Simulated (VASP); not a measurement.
Band structure of Tl (hcp). Calculation: r2SCAN+rVV10, VASP's PBE PAW potentials (set 64) (plane waves; VASP).

Unless said otherwise, spin-orbit coupling is left out, though it shifts the bands of the heavy elements here.

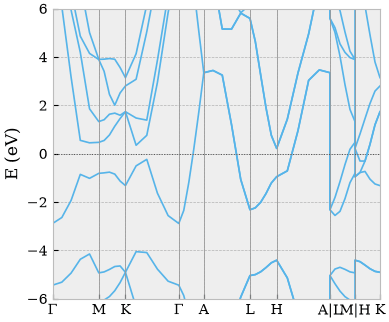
Figure: Bands along high-symmetry lines, zero at the valence-band maximum or, without a gap, the Fermi level

Q: Read the plot: is there a gap, and where are the band edges?

A: It has no gap at this level: it comes out as a metal or semimetal.

The compound is Tl in the hcp structure. It was relaxed first.
